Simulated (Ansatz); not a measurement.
# LaVO4 (P2_1/c): spin-orbit coupling beyond the local functionals

Aim: the spin-orbit change of the gap of LaVO4 (P2_1/c).

Main program and level: Ansatz 0.2.0; density functionals with and without spin-orbit coupling, plane waves, PAW.

**What was measured.**

- Gap 3.4 eV: indirect optical gap from Tauc plot; diffuse reflectance, Kubelka-Munk; 300 K; powder (solid-state reaction, sintered at 1250 C) (“Structural phase transition and its consequences on optical behavior of LaV1-xNbxO4”, 2021, arxiv:2102.02442).

- Gap 3.5 ± 0.2 eV: earlier reported experimental gap; powder (literature value) (quoted in “Structural phase transition and its consequences on optical behavior of LaV1-xNbxO4”, 2021, arxiv:2102.02442).

In doubt: the elements are of a kind flagged for part-filled d or f shells, though by formal charges that shell is empty here, so the flag may not apply.

**1. Starting point**

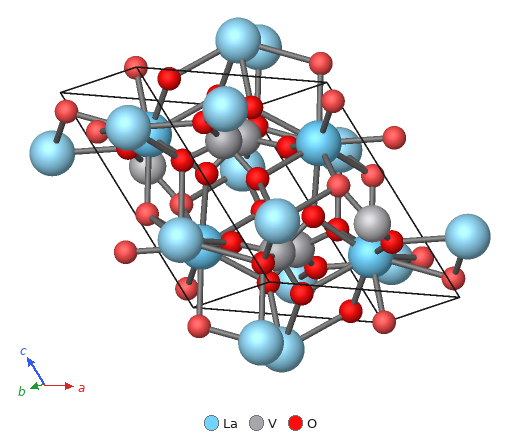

The starting structure, seen from a free direction (lanthanum blue, vanadium grey, oxygen red). Some periodic images of atoms are drawn too.

The cell and positions come from the Crystallography Open Database and are kept as given unless a step says otherwise. Spin-orbit coupling is left out unless a step names it. The default PAW set here is soft_2. Its files were made with PBE.

**2. HSE06, 2×2×2 mesh**

This step: DFT, HSE06, plane waves, PAW.

input.yaml

```yaml
crystal:
  lattice:
    - [6.725, 0.0, 0.0]
    - [0.0, 7.2827, 0.0]
    - [-4.9123006198, 0.0, 6.8121466218]
  atoms:
    - { symbol: La, position: [0.827399, 0.157198, 0.723776] }
    - { symbol: La, position: [0.172601, 0.657198, 0.776224] }
    - { symbol: La, position: [0.172601, 0.842802, 0.276224] }
    - { symbol: La, position: [0.827399, 0.342802, 0.223776] }
    - { symbol: V, position: [0.31429, 0.16481, 0.69917] }
    - { symbol: V, position: [0.68571, 0.66481, 0.80083] }
    - { symbol: V, position: [0.68571, 0.83519, 0.30083] }
    - { symbol: V, position: [0.31429, 0.33519, 0.19917] }
    - { symbol: O, position: [0.8171, 0.4979, 0.7446] }
    - { symbol: O, position: [0.1829, 0.9979, 0.7554] }
    - { symbol: O, position: [0.1829, 0.5021, 0.2554] }
    - { symbol: O, position: [0.8171, 0.0021, 0.2446] }
    - { symbol: O, position: [0.6098, 0.2795, 0.3821] }
    - { symbol: O, position: [0.3902, 0.7795, 0.1179] }
    - { symbol: O, position: [0.3902, 0.7205, 0.6179] }
    - { symbol: O, position: [0.6098, 0.2205, 0.8821] }
    - { symbol: O, position: [0.6587, 0.895, 0.4829] }
    - { symbol: O, position: [0.3413, 0.395, 0.0171] }
    - { symbol: O, position: [0.3413, 0.105, 0.5171] }
    - { symbol: O, position: [0.6587, 0.605, 0.9829] }
    - { symbol: O, position: [0.8898, 0.8436, 0.8857] }
    - { symbol: O, position: [0.1102, 0.3436, 0.6143] }
    - { symbol: O, position: [0.1102, 0.1564, 0.1143] }
    - { symbol: O, position: [0.8898, 0.6564, 0.3857] }
kpoints:
  mp_grid: { grid: [2, 2, 2] }
  band_path:
    path:
      - [0.0, 0.0, 0.0]
      - [0.0, 0.5, 0.0]
      - [0.0, 0.5, 0.5]
      - [0.0, 0.0, 0.5]
      - [-0.5, 0.0, 0.5]
      - [-0.5, 0.5, 0.5]
      - [-0.5, 0.5, 0.0]
      - [-0.5, 0.0, 0.0]
      - [-0.5, 0.35, 0.0]
      - [-0.5, 0.1, 0.0]
    npoints: 1
hamiltonian:
  xc: hse06
scf:
  occupations: { method: fixed }
  n_extra_bands: 12
output:
  eigenvalues: true
```

Started as:

```
$ ansatz run input.yaml --threads 24 --pin off --max-ram 82944MiB --backend cuda --events-out ev --progress --plain --runs-dir out --devices 1 --max-vram 78GiB
```

Numbers of over 12 decimals in the logs are rounded to 6 here.

Output:

```text
scf.n_extra_bands = 12 over 96 filled bands (N_el = 192.0): the run solves 108 bands
GPUs: using 1 of 1 available (devices: 1).
Engine: ansatz 0.2.0, aarch64-unknown-linux-gnu
Pseudopotentials: kind: paw
Pseudopotential: La, paw, valence charge 11, recommended cutoff 420 eV (normal), La.paw.azcp
Pseudopotential: V, paw, valence charge 13, recommended cutoff 420 eV (normal), V.paw.azcp
Pseudopotential: O, paw, valence charge 6, recommended cutoff 420 eV (normal), O.paw.azcp
Functional definition: HSE06
  parameter a = 0.25
  parameter omega = 0.11/bohr
  exchange = pbe_x - a*pbe_x_sr(omega) + a*exact_x_sr(omega)
  correlation = pbe_c
davidson cushion auto → on  (no smearing: the cushion is to keep the highest requested band from converging to the state above it; pin scf.eigensolver.cushion to override)
[...]
Crystal: 24 atoms, lattice volume = 333.633 Å³
Basis set: ecut = 420 eV, 6513 PW (Γ)
Bands: 108, of which v1, the nominal top of the filled ones, is band 96 counted from 1 (95 counted from 0)
Symmetry: 4 space group operations
Space group: P21/c (ITA 14), of the structure as read, at distance tolerance 6.9e-5 Å
k-points: 8
Non-local potential: La, projectors of the file, l = 0: 3, l = 1: 2, l = 2: 2, l = 3: 3
Non-local potential: V, projectors of the file, l = 0: 3, l = 1: 2, l = 2: 3, l = 3: 1
Non-local potential: O, projectors of the file, l = 0: 2, l = 1: 2, l = 2: 1
PAW form: soft (Blöchl's): semilocal exchange-correlation on the pseudo side does not see the compensation charge
PAW frozen core: La, regenerated for the run's functional, and the local potential with it (the file was generated under x = pbe(κ = 0.804, μ = 0.219515), c = pbe(β = 0.066725))
PAW frozen core: V, regenerated for the run's functional, and the local potential with it (the file was generated under x = pbe(κ = 0.804, μ = 0.219515), c = pbe(β = 0.066725))
PAW frozen core: O, regenerated for the run's functional, and the local potential with it (the file was generated under x = pbe(κ = 0.804, μ = 0.219515), c = pbe(β = 0.066725))
PAW one-centre angular grid: La, 590 points (default); XC on 64 Gauss nodes
PAW one-centre angular grid: V, 590 points (default); XC on 64 Gauss nodes
PAW one-centre angular grid: O, 110 points (default); XC on 96 Gauss nodes
Initial density: superposition of atomic densities (neutral atoms: chi_scale 0, normalization atom), corrected by the library's trained network
Initial wavefunctions: pseudopotential atomic-orbital guess
[...]
Functional: x = pbe(κ = 0.804, μ = 0.219515), c = pbe(β = 0.066725), warm-up for x = pbe(κ = 0.804, μ = 0.219515) + 0.25 (exact − pbe) at short range (hse, ω = 0.207870 Å⁻¹), c = pbe(β = 0.066725); HSE06 as pw.x's `hse` composes it (authors' and Libxc's form: `xc: wpbeh`)
SCF iter   1: F=—  HF=-45762.042948 eV  |F-HF|=—  |Δ(HF+E_count)|=         —  Δρ=3.01e-3  dr2=2.19e-2  ethr=1.77e-3  ⟨swp⟩=5.2  Hψ=4266  notcnv=0
preconditioner: auto → none  [insulator: Δε(μ)=3.558 eV  Ē_g=10.796 eV  n_scr=82 (ndim 8)  ℏωp=25.1 eV  f_vac=0.045]
SCF iter   2: F=—  HF=-45762.070622 eV  |F-HF|=—  |Δ(HF+E_count)|=   2.77e-2  Δρ=3.68e-3  dr2=5.08e-2  ethr=1.14e-5  ⟨swp⟩=8.5  Hψ=3737  notcnv=0  defer=34
[...]
SCF iter   5: F=-45762.065955 eV  HF=-45762.066085 eV  |F-HF|=1.30e-4  |Δ(HF+E_count)|=   1.99e-5  Δρ=4.01e-4  dr2=4.18e-4  ethr=1.94e-6  ⟨swp⟩=5.0  Hψ=2101  notcnv=0  defer=18
SCF 1 stopped early in 5 iterations: F = -45762.065955 eV  dr2 = 4.18e-4
  greatest PAW one-centre occupation: 1.000 electrons in one spin orbital (limit 2), on the V atom at site 7 (counted from 0), in its partial waves of l = 0
[...]
hybrid outer 1: dexx = +1.723e-1 eV, tail = 1.02e-3 eV
[...]
SCF 3 converged in 7 iterations: F = -45771.468164 eV  dr2 = 3.90e-8
hybrid outer 2: dexx = +3.847e-5 eV, tail = 4.23e-7 eV, Δε = 4.62e-3 eV (about 1.08e-4 eV left of the loop's levels)
[...]
E_xc         = -1819.283342
  E_vxc        = -2201.119440  (∫ρ·V_xc dr)
  E_exx        = -582.198323  (= α·E_x^exact, valence–valence)
  E_paw        = -28501.724322  (= ΣΔE_a)
  E_vpaw       = -1366.890725  (= ΣTr[D̂ρ^β])
  E_aug_tail   = 0.039965  (compensation charges beyond the density's cutoff)
  E_ewald      = -12619.089810
  E_core_change = -1.829496  (= ΣΔE_core)
  E_smearing   = -0.000000  (= −TS)
  E_closure    = 0.000000  (closes the sum)
  Σ components = -45771.468166   (vs F -45771.468166, Δ=0.00e0)
--- Band table (eV; the first three rows and the last of 8) ---
  k-point 0: bands = ["-61.8307", "-61.8306", "-61.8306", "-61.8306", "-34.2112", "-34.2108", "-34.2103", "-34.2096", "-34.1146", "-34.1139", "-34.1124", "-34.1123", "-34.0713", "-34.0707", "-34.0693", "-34.0689", "-25.4161", "-25.3708", "-25.3596", "-25.3586", "-12.0720", "-12.0505", "-12.0491", "-12.0412", "-11.8766", "-11.6518", "-11.6311", "-11.5631", "-11.5287", "-11.4604", "-11.4410", "-11.3294", "-11.2835", "- [...]
  k-point 1: bands = ["-61.8307", "-61.8307", "-61.8306", "-61.8306", "-34.2108", "-34.2108", "-34.2102", "-34.2102", "-34.1136", "-34.1136", "-34.1131", "-34.1131", "-34.0710", "-34.0710", "-34.0690", "-34.0690", "-25.3932", "-25.3932", "-25.3590", "-25.3590", "-12.1656", "-12.1656", "-12.0590", "-12.0590", "-11.7281", "-11.7281", "-11.5889", "-11.5889", "-11.5179", "-11.5179", "-11.4125", "-11.4125", "-11.2710", "- [...]
  k-point 2: bands = ["-61.8306", "-61.8306", "-61.8306", "-61.8306", "-34.2111", "-34.2111", "-34.2099", "-34.2099", "-34.1143", "-34.1143", "-34.1123", "-34.1123", "-34.0703", "-34.0703", "-34.0698", "-34.0698", "-25.3920", "-25.3920", "-25.3604", "-25.3604", "-12.1622", "-12.1622", "-11.9850", "-11.9850", "-11.8332", "-11.8332", "-11.6758", "-11.6758", "-11.5152", "-11.5152", "-11.2589", "-11.2589", "-11.1951", "- [...]
  k-point 7: bands = ["-61.8306", "-61.8306", "-61.8306", "-61.8306", "-34.2105", "-34.2105", "-34.2105", "-34.2105", "-34.1135", "-34.1135", "-34.1131", "-34.1131", "-34.0703", "-34.0703", "-34.0698", "-34.0698", "-25.3850", "-25.3850", "-25.3642", "-25.3642", "-12.3087", "-12.3087", "-12.1511", "-12.1511", "-11.8495", "-11.8495", "-11.5326", "-11.5326", "-11.3631", "-11.3631", "-11.2643", "-11.2643", "-11.1778", "- [...]
```

Run time: 20 s. Hardware: 1 × NVIDIA GB200 (shared by 2 runs) with 24 threads of Arm Neoverse V2, shared host; peak memory 1.9 GiB.

Reading the cycles: dr2 is the Hartree energy of the density residual (eV), the measure of convergence; HF is the Harris–Foulkes estimate of the energy, which meets the free energy F at convergence.

Numbers from this step:

| Item | Value |
| --- | --- |
| gap | 5.123 eV |
| valence top at | Y_2 |
| conduction bottom at | k = (-0.500, 0.350, 0.000) |
| least direct gap | 5.224 eV |
| exact-exchange fraction | 0.25 |

The gap is indirect, with the least direct gap 0.10 eV higher.

**3. HSE06+SOC, 2×2×2 mesh**

The many-body steps leave out spin-orbit coupling, so its effect is taken from a two-component run, with twice the bands.

This step: DFT, HSE06 with spin-orbit coupling, plane waves, PAW.

input.yaml, as its differences from that of step 2:

```diff
@@ -49,3 +49,6 @@
   occupations: { method: fixed }
-  n_extra_bands: 12
+  n_extra_bands: 24
+magnetization:
+  noncollinear: true
+  spin_orbit: true
 output:
```

Output:

```text
[...]
GPUs: using 1 of 1 available (devices: 1).
[...]
non-collinear run that drives no moment, with spin-orbit: no starting moment large enough to seed its density (crystal.atoms[].spin), no starting occupations that ask for one, no magnetisation constraint and no magnetic field, so the semilocal B_xc is pinned to zero
[...]
Crystal: 24 atoms, lattice volume = 333.633 Å³
Basis set: ecut = 420 eV, 6513 PW (Γ)
Bands: 216, of which v1, the nominal top of the filled ones, is band 192 counted from 1 (191 counted from 0)
Symmetry: 4 space group operations + 4 with time reversal
[...]
k-points: 8
Projection manifold: j_resolved (fully-relativistic pseudo-atomic orbitals)
[...]
SCF iter   1: F=—  HF=-45784.735537 eV  |F-HF|=—  |Δ(HF+E_count)|=         —  Δρ=4.62e-2  dr2=8.66e0  dr2_m=0.00e0 (ungated)  ethr=1.00e-1  |M|=0.00e0 ∫|m|=0.00e0 μB  |m|>n=0.0e0 m-floor=0.0e0 τ_xc=0.0e0  β_m=0.30  ⟨swp⟩=3.0  Hψ=7518  notcnv=0
[...]
SCF iter   2: F=—  HF=-45783.824050 eV  |F-HF|=—  |Δ(HF+E_count)|=   9.11e-1  Δρ=3.12e-2  dr2=2.97e0  dr2_m=0.00e0 (ungated)  ethr=4.51e-3  |M|=0.00e0 ∫|m|=0.00e0 μB  |m|>n=0.0e0 m-floor=0.0e0 τ_xc=0.0e0  β_m=0.48  ⟨swp⟩=9.8  Hψ=5363  notcnv=0  defer=27
[...]
SCF iter   7: F=-45783.723548 eV  HF=-45783.723854 eV  |F-HF|=3.06e-4  |Δ(HF+E_count)|=   1.82e-3  Δρ=6.20e-4  dr2=8.70e-4  dr2_m=0.00e0 (ungated)  ethr=2.96e-6  |M|=0.00e0 ∫|m|=0.00e0 μB  |m|>n=0.0e0 m-floor=0.0e0 τ_xc=0.0e0  ⟨swp⟩=7.8  Hψ=5242  notcnv=0  defer=86
[...]
hybrid outer 1: dexx = +1.745e-1 eV, tail = 8.92e-4 eV
[...]
SCF 3 converged in 7 iterations: F = -45764.917985 eV  dr2 = 9.67e-8
[...]
```

Wall time 63 s (1 × NVIDIA GB200 (shared by 2 runs) with 24 threads); peak memory 4.5 GiB; 12 min of CPU time.

Numbers from this step:

```
gap                     : 5.122 eV
valence top at          : Y_2
conduction bottom at    : k = (-0.500, 0.350, 0.000)
least direct gap        : 5.223 eV
exact-exchange fraction : 0.25
```

The gap is that of HSE06.

**4. Together**

Times are wall times on 1 × NVIDIA GB200 (shared by 2 runs) with 24 threads of Arm Neoverse V2, shared host, good to a factor of about two.

```csv
level,gap (eV),with coupling (eV),change (eV),time,with coupling
HSE06,5.12,5.12,−0.001,20 s,63 s
```

**5. Results**

```json
{
  "HSE06": "5.12 eV",
  "HSE06+SOC": "5.12 eV"
}
```

Spin-orbit coupling changes the gap by −0.001 eV and the least direct gap by −0.001 eV. Against experiment, by HSE06+SOC: the gap of 5.12 eV lies +1.72 eV from the measured 3.4 eV (indirect, 300 K, 2021); the gap of 5.12 eV lies +1.62 eV from the measured 3.5 ± 0.2 eV (kind not stated, quoted 2021). The lattice is static and excitons are left out. The runs have no spin polarisation. For a closed low-spin shell that is the natural state; where a d or f shell is open it is a constraint, and the gap is then not the crystal's own.

[Paths, hosts, dates, memory and timing lines, banners, echoed tables and standing remarks are left out of the program output.]

[Logs are printed without paths, hosts, clocks, repeated set-up lines and the standing remarks that a program may print on its own settings, such as how far it seeks lower states.]

[Runs of the session that timed out or met a known fault of the program may be left out.]

[Cells called generated may have been cut or substituted from an entry of the Crystallography Open Database or the Materials Project.]

[Hosts, paths, dates, database ids (printed as entryN), source tags and the programs' standing remarks are cut or masked in the printed files.]
